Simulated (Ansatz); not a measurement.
# AlAsH₄ (triplet): from Hartree-Fock to the top rungs, cc-pVTZ

How much of the correlation energy of AlAsH₄ (triplet) does each wave-function method recover here?

Computed with Ansatz 0.2.0, Gaussian basis. Level: cc-pVTZ, core rule «outside noble gas», up to 19 orbitals frozen.

Plan: UHF; CCSD(T) on ROHF; CCSD(T) on UHF; BCCD(T) on ROHF; CCSDT(Q) on ROHF; CCSDT(Q) on UHF.

3 further runs of the same task are left out: 3 set aside as unsound or not needed.

### 1 What is computed

The geometry is a PBE0/def2-TZVP stationary point (not a proven minimum) of the parent state, kept for this charge and spin. No spin-orbit coupling is included. The filled d shell of As may be among the frozen orbitals whatever the setting's name suggests; the logs give the count.

6 atoms, charge 0, spin multiplicity 3.

Atoms are counted from 1 here; the program's logs count them from 0.

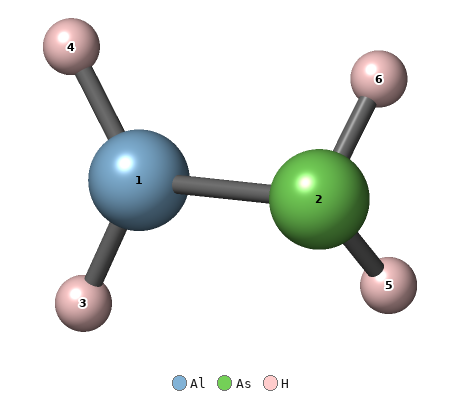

The geometry (aluminium light blue, arsenic green, hydrogen pink); atoms are numbered from 1 in the order of the file.

### 2 UHF

File in.yaml:

```yaml
crystal:
  periodic: [false, false, false]
  atoms:
    - {symbol: Al, position_ang: [0.031918, 0.000000, 1.749608]}
    - {symbol: As, position_ang: [-0.038462, 0.000000, -0.678270]}
    - {symbol: H, position_ang: [-0.000011, 1.377251, 2.537113]}
    - {symbol: H, position_ang: [-0.000011, -1.377251, 2.537113]}
    - {symbol: H, position_ang: [1.002266, 1.108594, -0.746352]}
    - {symbol: H, position_ang: [1.002266, -1.108594, -0.746352]}
basis:
  gaussian: {orbitals: cc-pVTZ}
magnetization: {spin_polarized: true, initial_magnetization: 2}
hamiltonian: {xc: hf}
output: {orbitals: {seedname: orbitals}}
```

Command:

```sh
$ ansatz run in.yaml --threads 1 --pin off --events-out ev --progress --plain --max-ram 4096MiB --backend cpu
```

After this run come: CCSD(T) on ROHF; CCSD(T) on UHF; BCCD(T) on ROHF; CCSDT(Q) on ROHF; CCSDT(Q) on UHF.

**Question.** What will the summary of the whole plan be? Wanted: UCCSDT(Q) below the RHF energy; RMP2 from UCCSDT(Q); UMP2 from UCCSDT(Q); RCCSD from UCCSDT(Q); RCCSD(T) from UCCSDT(Q); UCCSD(T) from UCCSDT(Q); RCCSDT(Q) from UCCSDT(Q); T1 diagnostic.

**Answer**, as computed:

```
                         quantity                      value
   UCCSDT(Q) below the RHF energy                 -7.3931 eV
              RMP2 from UCCSDT(Q)            +34.78 kcal/mol
              UMP2 from UCCSDT(Q)            +34.89 kcal/mol
             RCCSD from UCCSDT(Q)             +7.29 kcal/mol
          RCCSD(T) from UCCSDT(Q)             +1.49 kcal/mol
          UCCSD(T) from UCCSDT(Q)             +1.42 kcal/mol
         RCCSDT(Q) from UCCSDT(Q)             +0.10 kcal/mol
levels within 1 kcal/mol (43 meV)  RCCSDT, UCCSDT, RCCSDT(Q)
                    T1 diagnostic                      0.039
```

**Reading.** RCCSD(T) misses by +1.49 kcal/mol, 0.9 % of the correlation energy. These misses are within one basis, not against nature; the frozen cores of restricted and unrestricted runs differ, which can shift their rows.
